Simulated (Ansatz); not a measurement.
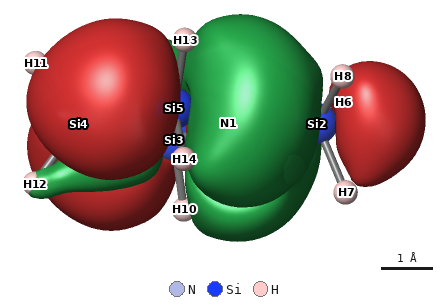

Figure. H$_{9}$NSi$_{4}$. One frontier orbital at ±0.06 Å⁻³ᐟ² (green and red are the two phases), seen from one side.

Geometry: B3LYP/6-31G*.

The calculation used isolated molecule in a Gaussian basis; Kohn-Sham density functional theory, functional PBE0 (Ansatz).

```yaml
atoms:
  - { symbol: N, position_ang: [-0.7603, 1.3893, 0.7234] }
  - { symbol: Si, position_ang: [0.1036, 1.7709, 2.1954] }
  - { symbol: Si, position_ang: [-2.3225, 2.0535, 0.2053] }
  - { symbol: Si, position_ang: [-2.1999, 0.7714, -1.7683] }
  - { symbol: Si, position_ang: [-0.2218, 0.3057, -0.5748] }
  - { symbol: H, position_ang: [-0.8697, 2.0782, 3.2787] }
  - { symbol: H, position_ang: [1.0020, 2.9502, 2.0416] }
  - { symbol: H, position_ang: [0.9418, 0.6076, 2.5944] }
  - { symbol: H, position_ang: [-3.4194, 1.7426, 1.1677] }
  - { symbol: H, position_ang: [-2.2992, 3.5378, 0.0448] }
  - { symbol: H, position_ang: [-3.1803, -0.3375, -1.9234] }
  - { symbol: H, position_ang: [-2.0671, 1.5058, -3.0558] }
  - { symbol: H, position_ang: [-0.0123, -1.0925, -0.0980] }
  - { symbol: H, position_ang: [1.0603, 0.7422, -1.2033] }
```

Q: Which orbital is it: HOMO or LUMO?

A: The LUMO, at −0.85 eV. Its weight (Hirshfeld) is mainly on Si3 (about 25 %), Si5 (about 25 %), Si4 (about 15 %) and Si2 (about 15 %).
